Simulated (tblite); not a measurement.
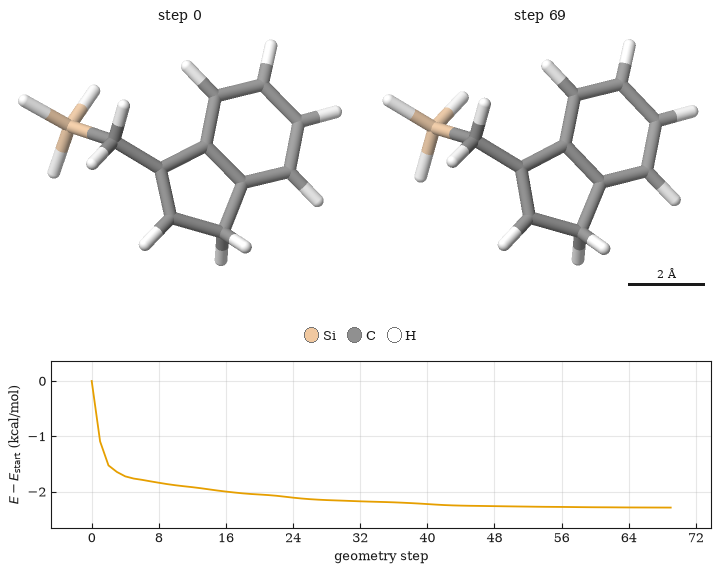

First and last geometry of a relaxation of C₁₀H₁₂Si, with the history of the run. A stick model, seen at a tilt.

These are results of GFN2-xTB geometry optimisation, gas phase in tblite, not measurements. 

What do the curves and the structures tell?

Answer. It converged. Over 69 geometry steps the energy falls by 2.29 kcal/mol. The atom that moves furthest after the best rigid fit is an H atom (0.30 Å). Largest moves by element: H 0.30 Å, Si 0.15 Å, C 0.09 Å. Among the contacts that change: C–Si 1.882 → 1.911 Å, H–Si 1.490 → 1.463 Å, C–C 1.475 → 1.458 Å, C–H 1.097 → 1.080 Å. Bond angles that change, for instance: Si–C–C 115.5° → 110.9°, H–C–H 111.0° → 107.2°, Si–C–H 106.2° → 109.4°. The run took 1.2 s on 1 thread of Arm Neoverse N1, with other jobs on the host.

```
step  E − E(0), kcal/mol
   0                0.00
   1               -1.09
   2               -1.52
   3               -1.64
   4               -1.72
   5               -1.76
   6               -1.79
   7               -1.81
   8               -1.84
   9               -1.86
  10               -1.88
  13               -1.94
  16               -2.00
  19               -2.04
  22               -2.07
  26               -2.13
  29               -2.16
  32               -2.17
  35               -2.19
  38               -2.21
  41               -2.23
  44               -2.25
  47               -2.26
  50               -2.27
  53               -2.27
  57               -2.28
  60               -2.28
  63               -2.28
  66               -2.29
  69               -2.29
```
